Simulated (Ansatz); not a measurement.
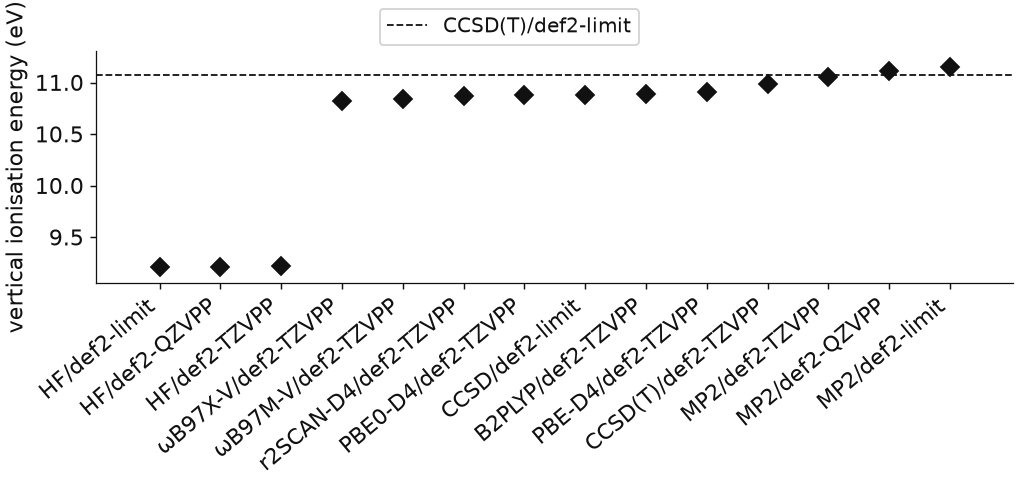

Vertical ionisation energy of C₂H₅B, SMILES BC=C, taken as the energy of the cation less that of the neutral at fixed geometry (unrestricted doublet cation, cores frozen in correlated methods, no spin-orbit coupling), the Ansatz code, at a PBE0-D4/def2-TZVP geometry (a minimum by its frequencies). Limit means an estimate of the basis limit from triple and quadruple zeta; for coupled cluster it is either extrapolated directly or built as the MP2 limit plus the step from MP2 in triple zeta. B2PLYP/def2-TZVPP holds a correlation term that converges slowly with the basis, so part of the distance to the limit is basis error. The distance of CCSD(T)/def2-TZVPP, MP2/def2-TZVPP and MP2/def2-QZVPP to the limit includes basis error.

Question: Which level comes closest to the line (CCSD(T)/def2-limit), and which misses most?

Answer: Closest MP2/def2-TZVPP (11.06 eV), against 11.07 eV; farthest HF/def2-limit (9.21 eV).

Question: Give the values.

Answer:
| level | eV | less CCSD(T)/def2-limit |
| --- | --- | --- |
| HF/def2-limit | 9.21 | −1.86 |
| HF/def2-QZVPP | 9.21 | −1.86 |
| HF/def2-TZVPP | 9.22 | −1.85 |
| ωB97X-V/def2-TZVPP | 10.82 | −0.25 |
| ωB97M-V/def2-TZVPP | 10.84 | −0.23 |
| r2SCAN-D4/def2-TZVPP | 10.87 | −0.20 |
| PBE0-D4/def2-TZVPP | 10.88 | −0.20 |
| CCSD/def2-limit | 10.88 | −0.19 |
| B2PLYP/def2-TZVPP | 10.89 | −0.18 |
| PBE-D4/def2-TZVPP | 10.91 | −0.16 |
| CCSD(T)/def2-TZVPP | 10.98 | −0.09 |
| MP2/def2-TZVPP | 11.06 | −0.01 |
| MP2/def2-QZVPP | 11.11 | 0.04 |
| MP2/def2-limit | 11.15 | 0.08 |
| CCSD(T)/def2-limit | 11.07 | 0.00 |
